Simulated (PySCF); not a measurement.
# [NH3]+ (SMILES [NH3+]) at 4 levels

Wanted: a comparison of 4 runs (U-r2SCAN/SBKJC, UB3LYP/SBKJC, UPBE/SBKJC, UPBE0/SBKJC) of [NH3]+. The job is set up through a Python script.

The results are computed with PySCF 2.14.0.

12 further runs of the same task are left out: 1 that didn't finish, 11 set aside as unsound or not needed.

### 1 Starting point

[NH3]+: 4 atoms, total charge +1, spin state doublet. As SMILES, `[NH3+]`. The N1–H4 distance was set to 1.850 Å, away from the relaxed value. At this shape a bond of the SMILES string is far longer than usual.

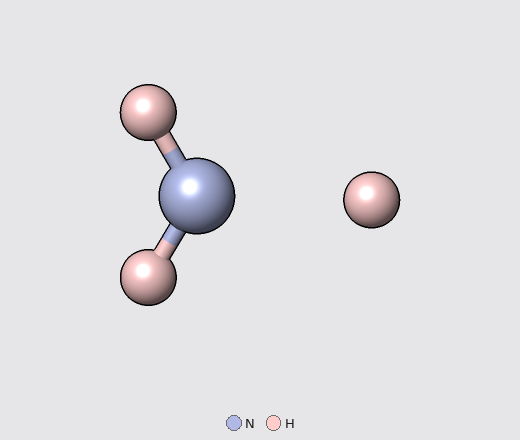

Viewed from a chosen angle; nitrogen light blue, hydrogen pink.

### 2 A single-point energy at U-r2SCAN/SBKJC (core potential) (run 1)

input.xyz

```xyz
4

N     -0.387433    -0.384730     0.614717
H      0.123127    -0.622660     1.474347
H     -1.383033    -0.623430     0.525237
H      0.484620     0.479080    -0.769160
```

input.py

```python
from pyscf import gto, dft

molecule = gto.Mole()
molecule.atom = 'input.xyz'
molecule.verbose = 4
molecule.max_memory = 1860
molecule.spin = 1
molecule.basis = 'sbkjc'
molecule.ecp = {'N': 'sbkjc'}
molecule.charge = 1
molecule.build()

myscf = dft.UKS(molecule, xc='r2scan')
myscf.grids.level = 5
myscf.conv_tol = 1e-10
myscf.kernel()
if not myscf.converged:
    myscf = myscf.newton().run(myscf.mo_coeff, myscf.mo_occ)

energy = myscf.e_tot
print('E(%s) = %.9f' % ('R2SCAN', energy))
```

On the command line:

```
OMP_NUM_THREADS=1 python input.py
```

Standard output:

```text
PySCF version 2.14.0

[INPUT] num. atoms = 4
[INPUT] num. electrons = 7
[INPUT] charge = 1
[INPUT] spin (= nelec alpha-beta = 2S) = 1
[INPUT] symmetry False subgroup None
[INPUT] Mole.unit = angstrom
[INPUT] Symbol           X                Y                Z      unit          X                Y                Z       unit  Magmom
[INPUT]  1 N     -0.387433000000  -0.384730000000   0.614717000000 AA   -0.732142261619  -0.727034331904   1.161646774114 Bohr   0.0
[INPUT]  2 H      0.123127000000  -0.622660000000   1.474347000000 AA    0.232676308539  -1.176656868722   2.786112042574 Bohr   0.0
[INPUT]  3 H     -1.383033000000  -0.623430000000   0.525237000000 AA   -2.613553591236  -1.178111957838   0.992554080488 Bohr   0.0
[INPUT]  4 H      0.484620000000   0.479080000000  -0.769160000000 AA    0.915799074487   0.905329991757  -1.453501745970 Bohr   0.0

nuclear repulsion = 7.29566765395401
number of shells = 10
number of NR pGTOs = 25
number of NR cGTOs = 14
basis = sbkjc
ecp = {'N': 'sbkjc'}

[... 37 lines left out ...]
WARN: HOMO -0.0503142505201178 >= LUMO -0.050314250520118
[... 58 lines left out ...]
converged SCF energy = -11.1836823357808  <S^2> = 0.89790442  2S+1 = 2.142806
E(R2SCAN) = -11.183682336
```

It took 4.2 s on 1 thread of Arm Neoverse V2, shared host; peak memory 0.18 GiB.

### 3 The energy at UB3LYP/SBKJC (core potential) (run 2)

input.py

```python
from pyscf import gto, dft

mol = gto.Mole()
mol.atom = [
    ('N', (-0.387433, -0.384730, 0.614717)),
    ('H', (0.123127, -0.622660, 1.474347)),
    ('H', (-1.383033, -0.623430, 0.525237)),
    ('H', (0.484620, 0.479080, -0.769160)),
]
mol.max_memory = 1860
mol.ecp = {'N': 'sbkjc'}
mol.charge = 1
mol.spin = 1
mol.basis = 'sbkjc'
mol.verbose = 4
mol.build()

myscf = dft.UKS(mol)
myscf.xc = 'b3lyp'
myscf.conv_tol = 1e-10
myscf.grids.level = 5
myscf.kernel()
if not myscf.converged:
    myscf = myscf.newton().run(myscf.mo_coeff, myscf.mo_occ)

e_tot = myscf.e_tot
print(f'total energy: {e_tot:.8f} hartree')
```

On the command line:

```
OMP_NUM_THREADS=1 python input.py
```

Standard output:

```text
PySCF version 2.14.0

[INPUT] num. atoms = 4
[INPUT] num. electrons = 7
[INPUT] charge = 1
[INPUT] spin (= nelec alpha-beta = 2S) = 1
[INPUT] symmetry False subgroup None
[INPUT] Mole.unit = angstrom
[INPUT] Symbol           X                Y                Z      unit          X                Y                Z       unit  Magmom
[INPUT]  1 N     -0.387433000000  -0.384730000000   0.614717000000 AA   -0.732142261619  -0.727034331904   1.161646774114 Bohr   0.0
[INPUT]  2 H      0.123127000000  -0.622660000000   1.474347000000 AA    0.232676308539  -1.176656868722   2.786112042574 Bohr   0.0
[INPUT]  3 H     -1.383033000000  -0.623430000000   0.525237000000 AA   -2.613553591236  -1.178111957838   0.992554080488 Bohr   0.0
[INPUT]  4 H      0.484620000000   0.479080000000  -0.769160000000 AA    0.915799074487   0.905329991757  -1.453501745970 Bohr   0.0

nuclear repulsion = 7.29566765395401
number of shells = 10
number of NR pGTOs = 25
number of NR cGTOs = 14
basis = sbkjc
ecp = {'N': 'sbkjc'}

[... 34 lines left out ...]
WARN: HOMO -0.0586831786464684 >= LUMO -0.0586831786464685
[... 54 lines left out ...]
converged SCF energy = -11.2011365329908  <S^2> = 0.84789355  2S+1 = 2.0956083
total energy: -11.20113653 hartree
```

Wall time 2.8 s (1 thread of Arm Neoverse V2, shared host); peak memory 0.17 GiB.

Run 3 isn't shown in full; the table further down has it.

### 4 A single-point energy at UPBE0/SBKJC (core potential) (run 4)

job.py

```python
from pyscf import gto, dft

mol = gto.M(
    atom='''
N     -0.732142    -0.727034     1.161647
H      0.232676    -1.176657     2.786112
H     -2.613554    -1.178112     0.992554
H      0.915799     0.905330    -1.453502
''',
    charge=1,
    ecp={'N': 'sbkjc'},
    verbose=3,
    max_memory=1860,
    basis='sbkjc',
    spin=1,
    unit='bohr',
)

myscf = dft.UKS(mol)
myscf.xc = 'pbe0'
myscf.conv_tol = 1e-10
myscf.grids.level = 5
myscf.kernel()
if not myscf.converged:
    myscf = myscf.newton().run(myscf.mo_coeff, myscf.mo_occ)

e_final = myscf.e_tot
print('E(%s) = %.9f' % ('PBE0', e_final))
```

On the command line:

```
OMP_NUM_THREADS=1 python job.py
```

Standard output:

```text
converged SCF energy = -11.1830864892201  <S^2> = 0.86346541  2S+1 = 2.1104174
E(PBE0) = -11.183086489
```

It took 2.5 s on 1 thread of Arm Neoverse V2, shared host; peak memory 0.17 GiB.

### 5 All runs side by side

```tsv
run	level	energy (Eh)	HOMO energy (eV)	LUMO energy (eV)	⟨S²⟩	wall time
1	U-r2SCAN/SBKJC (core potential)	-11.183682	-17.36	-12.43	0.898	4.2 s
2	UB3LYP/SBKJC (core potential)	-11.201137	-18.15	-11.75	0.848	2.8 s
3	UPBE/SBKJC (core potential)	-11.190988	-16.63	-12.73	0.809	2.3 s
4	UPBE0/SBKJC (core potential)	-11.183086	-18.58	-11.42	0.863	2.5 s
```

### 6 Summary of results

| quantity | value |
| --- | --- |
| run 4: total energy | -11.18309 Eh |
| run 4: HOMO energy (highest over α and β) | -18.58 eV |
| run 4: LUMO energy (lowest over α and β) | -11.42 eV |
| run 4: ⟨S²⟩ | 0.863 |

Totals of different functionals can't be ranked against each other. Spin contamination of the reference: run 1 ⟨S²⟩ = 0.90, run 4 ⟨S²⟩ = 0.86. All runs together took 12 s, the longest 4.2 s.
